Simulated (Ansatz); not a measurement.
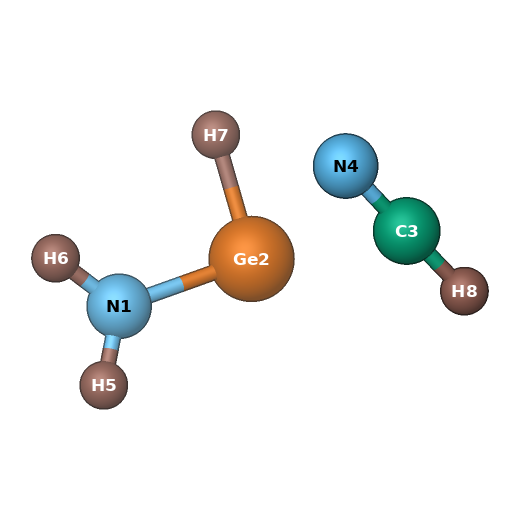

The atoms are numbered. The geometry was computed by an optimisation with PBE0-D4/def2-TZVP.

Give the bond lengths.

```tsv
bond	length (Å)
N1–Ge2	1.814
N1–H5	1.007
N1–H6	1.007
Ge2–H7	1.593
C3–N4	1.147
C3–H8	1.069
```
